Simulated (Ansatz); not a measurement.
## Amorphous SiCO: valence band and core levels

How wide do site differences make the core lines of amorphous SiCO?

Method: DFT, PBEsol, plane-wave PAW, default files, scalar-relativistic, in Ansatz 0.2.0.

**1. The structure**

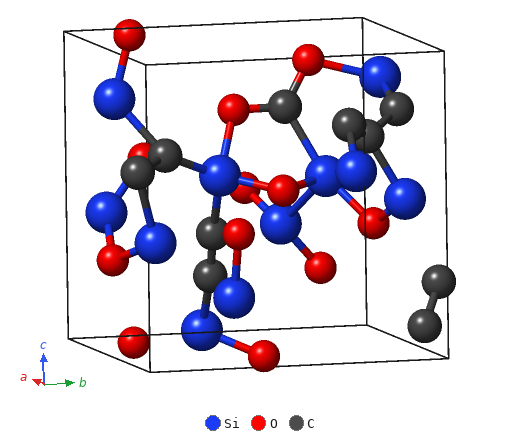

Start, viewed slightly off an axis; silicon blue, oxygen red, carbon dark grey. Bonds to atoms that aren't drawn are left out. Some periodic images of atoms are drawn too.

The cell holds 30 atoms: 10 Si, 10 O and 10 C. Cell: a = 7.509 Å, b = 7.509 Å, c = 7.509 Å, α = 90.0°, β = 90.0°, γ = 90.0°. How the cell was made: glass; density 2.2 g/cm³; hottest run set to 3500 K; random start, relaxed, three short dynamics runs, relaxed.

**2. Dynamics at 3500 K**

A short run with the thermostat set to 3500 K, starting from rest and too brief to equilibrate, lets the random network rearrange; the cutoff and mesh are cut down, since only a plausible structure is wanted.

Input file input.yaml:

```yaml
crystal:
  lattice:
    - [7.5090830355, 0.0, 0.0]
    - [0.0, 7.5090830355, 0.0]
    - [0.0, 0.0, 7.5090830355]
  atoms:
    - { symbol: Si, position: [0.88873008, 0.52715691, 1.12177625] }
    - { symbol: Si, position: [0.14667064, 0.48470992, 0.44604767] }
    - { symbol: Si, position: [0.7779637, 0.10537012, 0.79926803] }
    - { symbol: Si, position: [0.49423145, 0.99615439, 0.46598739] }
    - { symbol: Si, position: [0.26319645, 0.85609414, 0.89433064] }
    - { symbol: Si, position: [0.34483571, 0.6914, 0.56995548] }
    - { symbol: Si, position: [0.55349501, 0.39435787, 0.56174089] }
    - { symbol: Si, position: [0.0826274, 0.19817173, 1.11952351] }
    - { symbol: Si, position: [-0.02307712, 0.96546209, 0.50430698] }
    - { symbol: Si, position: [0.75212313, 0.22936822, 0.32771059] }
    - { symbol: O, position: [0.34478591, 0.84899487, 0.40956465] }
    - { symbol: O, position: [0.46390911, 0.41848652, 0.78461031] }
    - { symbol: O, position: [0.04864802, 0.39508672, 1.03000965] }
    - { symbol: O, position: [0.8163026, 0.16908682, -0.00019137] }
    - { symbol: O, position: [1.00312341, 0.57653551, 0.31409108] }
    - { symbol: O, position: [0.37885691, 0.09158455, 0.64958571] }
    - { symbol: O, position: [0.54436367, 0.60271287, 0.50458105] }
    - { symbol: O, position: [0.61898237, 0.04906857, 0.29473252] }
    - { symbol: O, position: [0.05337469, 0.33959153, 0.57938366] }
    - { symbol: O, position: [0.34887669, 0.63961724, 0.949684] }
    - { symbol: C, position: [0.74175821, 0.2626872, 0.61235053] }
    - { symbol: C, position: [0.26795389, 0.27896216, 0.27260146] }
    - { symbol: C, position: [0.3833773, 0.56847567, 0.79693339] }
    - { symbol: C, position: [0.14432574, 0.96089842, 1.09226985] }
    - { symbol: C, position: [0.04531685, 0.98350917, 0.24618012] }
    - { symbol: C, position: [0.9183016, 0.21804833, 0.53928569] }
    - { symbol: C, position: [0.80424986, 0.8971684, 0.67685242] }
    - { symbol: C, position: [0.45347774, 0.96236437, 0.7640379] }
    - { symbol: C, position: [0.61675959, 0.90662788, 0.65989069] }
    - { symbol: C, position: [0.37587133, 0.31976354, 0.39685591] }
kpoints:
  mp_grid: { grid: [1, 1, 1] }
scf:
  occupations: { method: fermi_dirac, width: 0.1 }
  n_extra_bands: 21
hamiltonian:
  xc: pbesol
  pseudopotentials: { kind: paw }
output:
  forces: true
basis:
  ecutwfc: 320
md:
  timestep: 1.5
  n_steps: 150
  ensemble: nvt_langevin
  temperature: 3500
  seed: 0
```

Started as:

```sh
$ ansatz run input.yaml --threads 8 --pin off --max-ram 40960MiB --backend cuda --events-out ev --progress --plain --runs-dir out
```

Numbers of over 12 decimals in the logs are rounded to 6 here.

What it wrote:

```text
Warning: md: disabling space-group detection — thermal motion breaks the input geometry's symmetry, so no spatial operation reduces the k-mesh or symmetrises the density; time reversal is kept, so that k and −k are solved as one point where they differ and the mesh holds both, and exact exchange and, on two spinor components, a DFT+U term hold to it where the run has them: on two components no moment then forms, and  [...]
Warning: basis.ecutwfc = 320 eV is below the records' recommended 420 eV, and the density's cutoff is lower with it unless basis.ecutrho_ratio is high enough to keep the records' density cutoff: compare with a run at a higher cutoff
scf.n_extra_bands = 21 over 70 filled bands (N_el = 140.0): the run solves 91 bands
Engine: ansatz 0.2.0, aarch64-unknown-linux-gnu
Pseudopotentials: kind: paw
Pseudopotential: Si, paw, valence charge 4, recommended cutoff 420 eV (normal), Si.paw.azcp
Pseudopotential: O, paw, valence charge 6, recommended cutoff 420 eV (normal), O.paw.azcp
Pseudopotential: C, paw, valence charge 4, recommended cutoff 420 eV (normal), C.paw.azcp
Functional definition: PBEsol
  exchange = pbesol_x
  correlation = pbesol_c
[...]
Crystal: 30 atoms, lattice volume = 423.410 Å³
Basis set: ecut = 320 eV, 5449 PW (Γ), exchange–correlation on 90×90×90 points (8 copies of the dense FFT grid, shifted against one another)
Bands: 91, of which v1, the nominal top of the filled ones, is band 70 counted from 1 (69 counted from 0)
Symmetry: 1 space group operations
k-points: 1
Non-local potential: Si, projectors of the file, l = 0: 2, l = 1: 2, l = 2: 2
Non-local potential: O, projectors of the file, l = 0: 2, l = 1: 2, l = 2: 1
Non-local potential: C, projectors of the file, l = 0: 2, l = 1: 2, l = 2: 1
PAW form: soft (Blöchl's): semilocal exchange-correlation on the pseudo side does not see the compensation charge
PAW frozen core: Si, regenerated for the run's functional, and the local potential with it (the file was generated under x = pbe(κ = 0.804, μ = 0.219515), c = pbe(β = 0.066725))
PAW frozen core: O, regenerated for the run's functional, and the local potential with it (the file was generated under x = pbe(κ = 0.804, μ = 0.219515), c = pbe(β = 0.066725))
PAW frozen core: C, regenerated for the run's functional, and the local potential with it (the file was generated under x = pbe(κ = 0.804, μ = 0.219515), c = pbe(β = 0.066725))
PAW one-centre angular grid: Si, 110 points (default); XC on 64 Gauss nodes
PAW one-centre angular grid: O, 110 points (default); XC on 64 Gauss nodes
PAW one-centre angular grid: C, 110 points (default); XC on 64 Gauss nodes
Initial density: superposition of atomic densities (neutral atoms: chi_scale 0, normalization atom), corrected by the library's trained network
Initial wavefunctions: pseudopotential atomic-orbital guess
[...]
Functional: x = pbesol(κ = 0.804, μ = 0.123457), c = pbesol(β = 0.046)
SCF iter   1: F=—  HF=-14272.844536 eV  |F-HF|=—  |Δ(HF+E_count)|=         —  Δρ=1.94e-2  dr2=1.27e0  ethr=1.77e-3  ⟨swp⟩=7.0  Hψ=438  notcnv=0  defer=3
preconditioner: auto → Resta (q_TF=auto, 2.269 Å⁻¹)  ε∞=4.4  [insulator: Δε(μ)=1.620 eV  Ē_g=11.574 eV  σ=0.100 eV  W_gap=1.00  n_scr=80 (ndim 8)  ℏωp=21.2 eV  f_vac=0.134  D(μ)=0.01/eV (n_scr^D=0)  ε∞_Penn≈4.4]
SCF iter   2: F=—  HF=-14272.548412 eV  |F-HF|=—  |Δ(HF+E_count)|=   2.96e-1  Δρ=7.18e-3  dr2=1.81e-1  ethr=9.04e-4  ⟨swp⟩=3.0  Hψ=172  notcnv=0  defer=4
[...]
SCF iter  12: F=-14272.520777 eV  HF=-14272.520777 eV  |F-HF|=2.43e-9  |Δ(HF+E_count)|=   4.82e-8  Δρ=1.68e-6  dr2=1.49e-8  ethr=2.14e-11  ⟨swp⟩=5.0  Hψ=292  notcnv=0
SCF 1 converged in 12 iterations: F = -14272.520777 eV  dr2 = 1.49e-8
[...]
md step     0: t =     0.00 fs  T =     0.0 K  F+E_penalty+E_count = -14272.52077681 eV  E_kin = 0.000000 eV  (12 SCF iters)
[...]
md step     2: t =     3.00 fs  T =   228.1 K  F+E_penalty+E_count = -14272.48886456 eV  E_kin = 0.884649 eV  (8 SCF iters)
[...]
md step     4: t =     6.00 fs  T =   365.5 K  F+E_penalty+E_count = -14272.32745597 eV  E_kin = 1.417412 eV  (9 SCF iters)
[... from here on, the SCF cycles and remarks between the steps are left out ...]
md step     6: t =     9.00 fs  T =   521.7 K  F+E_penalty+E_count = -14272.04036678 eV  E_kin = 2.022999 eV  (8 SCF iters)
md step     8: t =    12.00 fs  T =   573.4 K  F+E_penalty+E_count = -14271.62900027 eV  E_kin = 2.223344 eV  (8 SCF iters)
md step    10: t =    15.00 fs  T =   719.6 K  F+E_penalty+E_count = -14271.12354386 eV  E_kin = 2.790476 eV  (10 SCF iters)
md step    12: t =    18.00 fs  T =   627.3 K  F+E_penalty+E_count = -14270.59601103 eV  E_kin = 2.432480 eV  (8 SCF iters)
md step    14: t =    21.00 fs  T =   732.6 K  F+E_penalty+E_count = -14270.28844214 eV  E_kin = 2.840739 eV  (8 SCF iters)
md step    16: t =    24.00 fs  T =   943.9 K  F+E_penalty+E_count = -14270.08193969 eV  E_kin = 3.660387 eV  (8 SCF iters)
md step    18: t =    27.00 fs  T =  1155.5 K  F+E_penalty+E_count = -14269.94430838 eV  E_kin = 4.480839 eV  (8 SCF iters)
md step    20: t =    30.00 fs  T =  1111.4 K  F+E_penalty+E_count = -14269.58682825 eV  E_kin = 4.309910 eV  (10 SCF iters)
md step    22: t =    33.00 fs  T =  1010.3 K  F+E_penalty+E_count = -14268.85057417 eV  E_kin = 3.917898 eV  (8 SCF iters)
md step    24: t =    36.00 fs  T =   871.2 K  F+E_penalty+E_count = -14268.44768788 eV  E_kin = 3.378212 eV  (8 SCF iters)
md step    26: t =    39.00 fs  T =  1114.1 K  F+E_penalty+E_count = -14268.97825650 eV  E_kin = 4.320409 eV  (8 SCF iters)
md step    28: t =    42.00 fs  T =  1461.2 K  F+E_penalty+E_count = -14269.46675004 eV  E_kin = 5.666096 eV  (9 SCF iters)
md step    30: t =    45.00 fs  T =  1375.9 K  F+E_penalty+E_count = -14269.40753649 eV  E_kin = 5.335284 eV  (10 SCF iters)
md step    31: t =    46.50 fs  T =  1462.2 K  F+E_penalty+E_count = -14269.13216530 eV  E_kin = 5.670168 eV  (8 SCF iters)
md step    32: t =    48.00 fs  T =  1389.6 K  F+E_penalty+E_count = -14268.77627140 eV  E_kin = 5.388409 eV  (8 SCF iters)
md step    33: t =    49.50 fs  T =  1367.2 K  F+E_penalty+E_count = -14268.49712529 eV  E_kin = 5.301752 eV  (8 SCF iters)
md step    34: t =    51.00 fs  T =  1362.2 K  F+E_penalty+E_count = -14268.30439863 eV  E_kin = 5.282243 eV  (8 SCF iters)
md step    35: t =    52.50 fs  T =  1464.3 K  F+E_penalty+E_count = -14268.14321964 eV  E_kin = 5.678376 eV  (8 SCF iters)
md step    36: t =    54.00 fs  T =  1574.4 K  F+E_penalty+E_count = -14267.99495730 eV  E_kin = 6.105281 eV  (8 SCF iters)
md step    37: t =    55.50 fs  T =  1495.5 K  F+E_penalty+E_count = -14267.78777493 eV  E_kin = 5.799157 eV  (8 SCF iters)
md step    38: t =    57.00 fs  T =  1451.3 K  F+E_penalty+E_count = -14267.47580153 eV  E_kin = 5.627820 eV  (9 SCF iters)
md step    39: t =    58.50 fs  T =  1358.0 K  F+E_penalty+E_count = -14267.06999174 eV  E_kin = 5.266070 eV  (8 SCF iters)
md step    40: t =    60.00 fs  T =  1451.9 K  F+E_penalty+E_count = -14266.65410265 eV  E_kin = 5.630101 eV  (11 SCF iters)
md step    41: t =    61.50 fs  T =  1563.2 K  F+E_penalty+E_count = -14266.33967450 eV  E_kin = 6.061667 eV  (8 SCF iters)
md step    42: t =    63.00 fs  T =  1583.9 K  F+E_penalty+E_count = -14266.21424077 eV  E_kin = 6.141992 eV  (8 SCF iters)
md step    43: t =    64.50 fs  T =  1685.1 K  F+E_penalty+E_count = -14266.21398286 eV  E_kin = 6.534439 eV  (8 SCF iters)
md step    44: t =    66.00 fs  T =  1608.9 K  F+E_penalty+E_count = -14266.17889535 eV  E_kin = 6.239034 eV  (8 SCF iters)
md step    45: t =    67.50 fs  T =  1464.9 K  F+E_penalty+E_count = -14266.07689965 eV  E_kin = 5.680747 eV  (8 SCF iters)
md step    46: t =    69.00 fs  T =  1438.5 K  F+E_penalty+E_count = -14265.86953654 eV  E_kin = 5.578086 eV  (8 SCF iters)
md step    47: t =    70.50 fs  T =  1430.3 K  F+E_penalty+E_count = -14265.52137647 eV  E_kin = 5.546548 eV  (8 SCF iters)
md step    48: t =    72.00 fs  T =  1462.7 K  F+E_penalty+E_count = -14265.18242710 eV  E_kin = 5.671950 eV  (8 SCF iters)
md step    49: t =    73.50 fs  T =  1431.9 K  F+E_penalty+E_count = -14264.96343066 eV  E_kin = 5.552504 eV  (8 SCF iters)
[...]
iter 1 solved again at ethr=1.10e-4 eV; its pass at ethr=3.10e-3 eV (dr2=1.54e-1 eV) is discarded
[...]
SCF iter  11: F=-14264.862242 eV  HF=-14264.862242 eV  |F-HF|=3.59e-9  |Δ(HF+E_count)|=   4.67e-8  Δρ=1.62e-6  dr2=1.58e-8  ethr=2.14e-11  ⟨swp⟩=4.0  Hψ=285  notcnv=0
SCF 51 converged in 11 iterations: F = -14264.862242 eV  dr2 = 1.58e-8
[...]
md step    50: t =    75.00 fs  T =  1545.2 K  F+E_penalty+E_count = -14264.86224231 eV  E_kin = 5.991971 eV  (11 SCF iters)
[...]
SCF iter   1: F=—  HF=-14264.948649 eV  |F-HF|=—  |Δ(HF+E_count)|=         —  Δρ=1.41e-3  dr2=6.69e-3  ethr=3.20e-5  ⟨swp⟩=4.0  Hψ=270  notcnv=0  defer=6
[...]
SCF iter   2: F=—  HF=-14264.946898 eV  |F-HF|=—  |Δ(HF+E_count)|=   1.75e-3  Δρ=6.06e-4  dr2=8.61e-4  ethr=4.78e-6  ⟨swp⟩=2.0  Hψ=162  notcnv=0  defer=6
SCF iter   3: F=—  HF=-14264.946615 eV  |F-HF|=—  |Δ(HF+E_count)|=   2.83e-4  Δρ=2.31e-4  dr2=1.55e-4  ethr=6.15e-7  ⟨swp⟩=2.0  Hψ=145  notcnv=0  defer=6
SCF iter   4: F=—  HF=-14264.946654 eV  |F-HF|=—  |Δ(HF+E_count)|=   3.93e-5  Δρ=6.76e-5  dr2=1.86e-5  ethr=1.11e-7  ⟨swp⟩=2.0  Hψ=154  notcnv=0  defer=6
SCF iter   5: F=—  HF=-14264.946704 eV  |F-HF|=—  |Δ(HF+E_count)|=   5.03e-5  Δρ=2.64e-5  dr2=3.86e-6  ethr=1.33e-8  ⟨swp⟩=2.0  Hψ=148  notcnv=0  defer=6
[...]
SCF iter   7: F=—  HF=-14264.946705 eV  |F-HF|=—  |Δ(HF+E_count)|=   1.02e-7  Δρ=4.80e-6  dr2=1.47e-7  ethr=8.62e-10  ⟨swp⟩=2.0  Hψ=152  notcnv=0  defer=6
SCF iter   8: F=—  HF=-14264.946705 eV  |F-HF|=—  |Δ(HF+E_count)|=   1.18e-7  Δρ=2.74e-6  dr2=4.24e-8  ethr=2.14e-11  ⟨swp⟩=5.0  Hψ=323  notcnv=0
SCF iter   9: F=-14264.946705 eV  HF=-14264.946705 eV  |F-HF|=1.19e-9  |Δ(HF+E_count
```

Run time: 22 s. Hardware: 1 × NVIDIA GB200 with 8 threads of Arm Neoverse V2, shared host; peak memory 1 GiB; 45 s of CPU time.

Reading the cycles: dr2 is the Hartree energy of the density residual (eV), the measure of convergence; HF is the Harris–Foulkes estimate of the energy, which meets the free energy F at convergence.

The trajectory, sampled:

```
time (fs)  T (K)  potential (meV/atom)
      0.0      0                   0.0
     15.0    720                  46.6
     30.0   1111                  97.8
     45.0   1376                 103.8
     60.0   1452                 195.6
     75.0   1545                 255.3
     90.0   2244                 219.0
    105.0   2059                 274.9
    120.0   2169                 305.5
    135.0   2659                 247.2
    150.0   2384                 273.8
    165.0   2787                 217.4
    180.0   2143                 305.3
    195.0   2681                 327.5
    210.0   3217                 265.9
    225.0   2395                 336.2
```

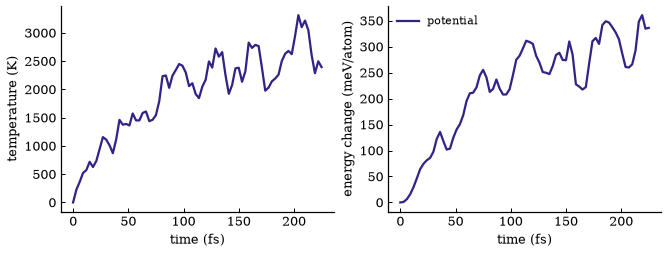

Temperature and energies against time.

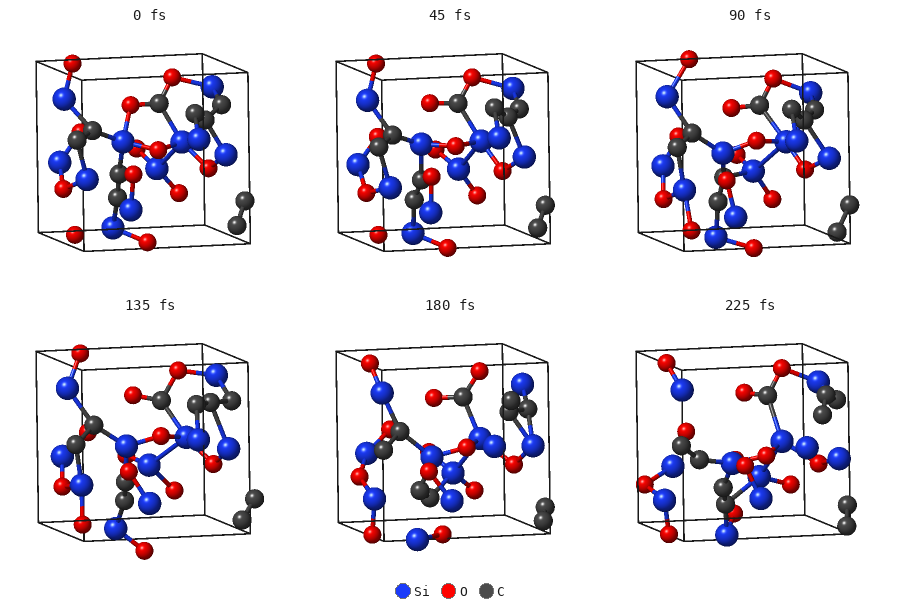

6 frames of the run. Bonds to atoms that aren't drawn are left out.

Mean square displacement at the end: Si 0.64 Å², O 0.98 Å², C 0.56 Å².

Positions (Å) and forces (eV/Å) at 225.0 fs:

```xyz
30
Lattice="7.509 0.000 0.000 0.000 7.509 0.000 0.000 0.000 7.509" Properties=species:S:1:pos:R:3:forces:R:3 pbc="T T T"
Si    7.373    5.506    8.336    0.291    1.607   -1.299
Si    1.677    3.888    2.480    1.209    0.480    0.659
Si    6.351    1.741    5.861    1.423    2.568   -1.957
Si    4.366    8.243    2.782   -0.094   -0.487    1.152
Si    2.329    6.797    6.432    0.349    0.401    0.124
Si    3.537    5.450    3.756   -3.251    1.512   -1.894
Si    4.906    3.567    2.727   -0.123    1.031    0.672
Si    1.463    2.332    7.527   -3.935   -2.212   -2.159
Si    0.239    7.725    2.913    0.593   -2.652    3.609
Si    6.510    0.919    1.049   -0.143    1.184    1.305
O     3.090    6.966    2.767    2.190   -1.328    0.866
O     2.817    3.584    6.052    0.884   -0.762   -3.339
O     0.025    2.281    8.628    0.325    2.115   -3.810
O     5.742    0.889   -0.355   -0.030    0.135    0.877
O     7.989    4.983    2.220    0.490   -1.125    1.186
O     3.185    1.036    4.417   -1.463    1.647   -0.310
O     4.976    5.124    2.985    0.202    1.575    1.493
O     5.547   -0.226    1.898    0.582    1.416   -0.374
O     1.074    2.659    3.343   -2.866   -1.751    1.442
O     3.107    5.369    7.017    0.555    3.711   -0.291
C     6.032    2.390    2.814    4.104   -3.688    2.315
C     2.565    2.592    1.240    2.276    3.030    3.001
C     3.223    4.744    5.828   -0.668   -3.077    1.509
C     1.583    7.784    7.658   -2.293    1.595    2.053
C     0.587    7.552    1.194    0.978   -3.608   -3.356
C     7.277    1.921    3.313    0.828    3.432   -0.009
C     5.808    7.911    4.562    1.808   -0.940   -0.603
C     3.472    7.921    5.478    2.314   -0.090    0.228
C     4.956    7.857    5.529   -3.925   -1.792   -1.249
C     3.738    2.820    1.823   -2.608   -3.924   -1.838
```

The pair distribution g(r) has structure finer than the step of the table below, so its rows give means over 0.5 Å, whole bins alone (the curve runs from 0.0329 to 5.22 Å). Peaks (Å: height): Si–Si 2.53: 1.80, 3.06: 3.57, 3.19: 2.27, 4.57: 1.97; Si–O 1.68: 6.16, 2.79: 1.73, 3.58: 2.00, 4.63: 1.37; Si–C 1.74: 5.07, 2.20: 1.72, 2.33: 1.53, 2.99: 2.08; O–O 2.27: 2.25, 2.60: 2.09, 3.06: 1.51, 4.11: 1.29; O–C 1.35: 3.18, 2.60: 1.81, 2.86: 2.90, 3.32: 1.98.

From the last frames. Pair distribution g(r) against r; means over each step:

```
r (Å)  Si–Si   Si–O   Si–C    O–O    O–C
  0.5      0      0      0      0      0
  1.0      0      0      0      0  0.341
  1.5      0   2.31  0.733      0   1.15
  2.0      0   1.28   1.80  0.316  0.277
  2.5  0.706  0.277   1.17   1.49   1.07
  3.0   1.64  0.915   1.33  0.801   1.42
  3.5  0.792   1.36  0.689  0.679   1.31
  4.0  0.889  0.993  0.740  0.989   1.06
  4.5   1.12   1.03  0.948  0.739  0.926
```

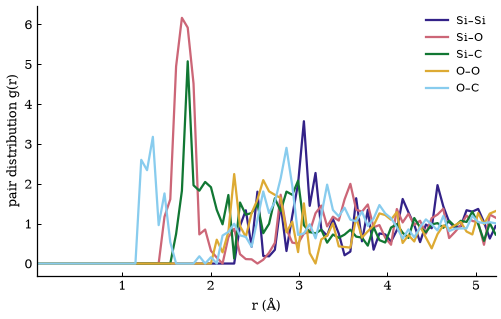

Pair distribution g(r), plotted against r.

Beyond half the shortest lattice vector, 3.8 Å, g(r) counts periodic images.

This step gave:

```
free energy             : -14262.4356 eV
energy at zero smearing : -14262.3667 eV
smearing term TS        : 0.1379 eV
Fermi energy            : 5.117 eV
gap by band count       : 0.4373 eV
symmetry operations     : 1
```

(Part 1 of 6 ends here.)

[Logs are printed without paths, hosts, clocks, repeated set-up lines and the standing remarks that a program may print on its own settings, such as how far it seeks lower states.]

[Hosts, paths, dates, database ids (printed as entryN), source tags and the programs' standing remarks are cut or masked in the printed files.]

[Maps of the electrostatic potential energy from Ansatz leave out the sawtooth potential of an applied field or a dipole correction, so their vacuum need not be flat; work functions include it.]
